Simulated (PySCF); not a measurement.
H2Se, SMILES `[SeH2]`.

Level of theory: LDA (SVWN)/aug-cc-pVDZ (PySCF), at a geometry from GFN2-xTB. No frequency check shows the geometry to be a minimum. GFN2-xTB bond lengths at metals and heavier atoms can be off by up to 0.1 Å and shapes distorted, which carries into these values.

Cartesian coordinates (Å):

```
Se1      0.0000   -0.0558    0.0000
H2       1.0283    0.9487    0.0000
H3      -1.0285    0.9485    0.0000
```

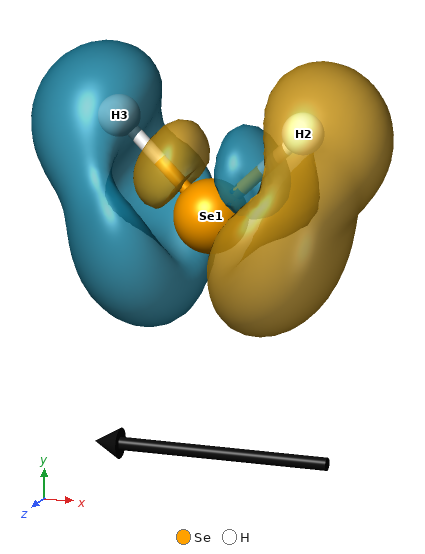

Change of the electron density in a uniform field of 0.51 V/Å along −x (arrow), surfaces at ±0.004 e/Å³ (yellow: gain, teal: loss).

### What dipole is induced, and what polarisability does it imply?

The induced dipole is 0.76 D (along the field); α along this axis, from the fields in both directions, is 30 bohr³ (4.4 Å³).

### Which atoms gain and lose the most charge?

Electrons gather most on H2 (Hirshfeld charge changes by −0.025 e) and leave H3 most (+0.025 e); 0.074 electrons are displaced in all.
